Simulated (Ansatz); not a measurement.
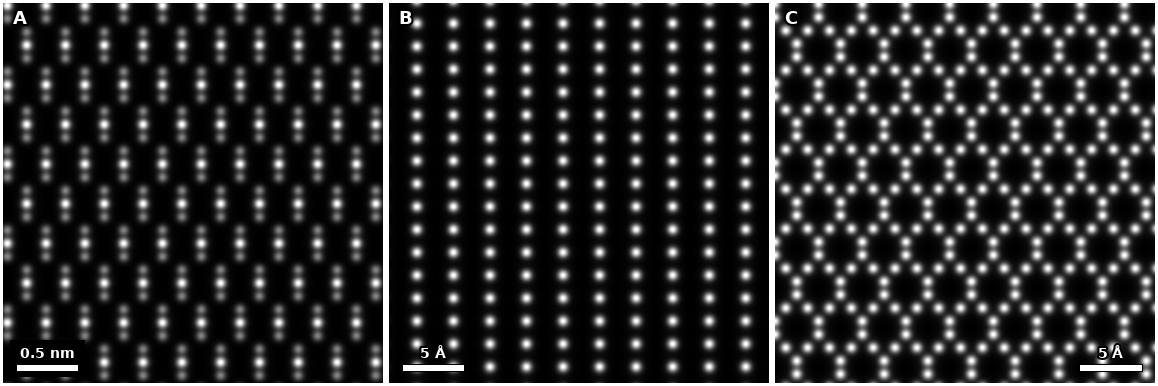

Three views of La (P6_3/mmc, No. 194) along different zone axes. The image is simulated as a sum over atoms of Z^1.7, blurred by a 0.69 Å probe (no channelling). The probe carries 25 % of its weight in a tail 2.5 times as wide. Structure: the geometry relaxed at fixed volume with DFT r2SCAN, scalar-relativistic, plane waves, PAW in Ansatz.

```xyz
4
Lattice="3.7798 0.0000 0.0000 -1.8899 3.2734 0.0000 0.0000 0.0000 12.0672" Properties=species:S:1:pos:R:3 pbc="T T T"
La    0.0000    0.0000    0.0000
La    0.0000    0.0000    6.0336
La    0.0000    2.1823    3.0168
La    1.8899    1.0911    9.0504
```

Match the panels to the zone axes [101], [201] and [210].

Answer. A is [201]: projected cell 3.20 × 3.64 Å, 116°, plane group c2mm. B is [210]: projected cell 1.89 × 3.02 Å, 90°, plane group p2mm. C is [101]: projected cell 3.61 × 3.74 Å, 119°, plane group c2mm.
